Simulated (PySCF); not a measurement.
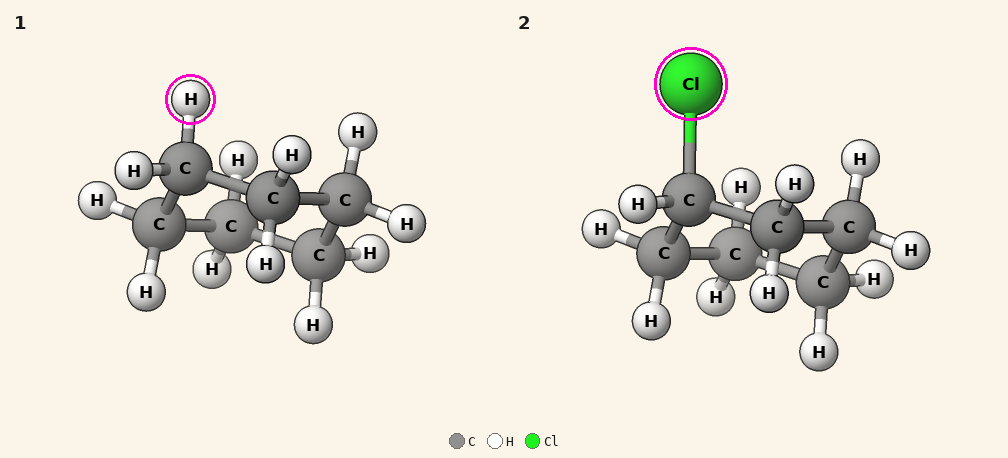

2 molecules with one skeleton, seen from the same side and at one scale; the atom that differs is circled. Each species is neutral and a spin singlet. Computed geometries: PBE0-D3(BJ)/def2-SVP optimisations, one conformation each. Properties computed with PySCF 2.14.0.

One atom differs, called X below: H in panel 1, Cl in panel 2. Their formulas are C6H12 (`C1CCCCC1`), C6H11Cl (`ClC1CCCCC1`).

### In which is the HOMO–LUMO gap larger (PBE0/pcSseg-1)?

In panel 1 (X = H).

### In which is the Hirshfeld charge of X higher (PBE0/pcSseg-1)?

In panel 1 (X = H).

Give the values. With PBE0-D3(BJ)/def2-SVP: length of X–C (Å), angle X–C–H (°). With PBE0/pcSseg-1: HOMO energy (Kohn–Sham orbital) (eV), HOMO–LUMO gap (eV), dipole moment (D), Hirshfeld charge of X (e), GIAO shielding of the C bonded to X (ppm).

```tsv
quantity	1 (H)	2 (Cl)	2 − 1
length of X–C (Å)	1.105	1.815	+0.710
angle X–C–H (°)	106.2	104.2	−2.0
HOMO energy (Kohn–Sham orbital) (eV)	−8.39	−8.13	+0.26
HOMO–LUMO gap (eV)	9.86	9.11	−0.75
dipole moment (D)	0.00	2.19	+2.19
Hirshfeld charge of X (e)	0.03	−0.07	−0.10
GIAO shielding of the C bonded to X (ppm)	155.7	119.8	−35.9
```
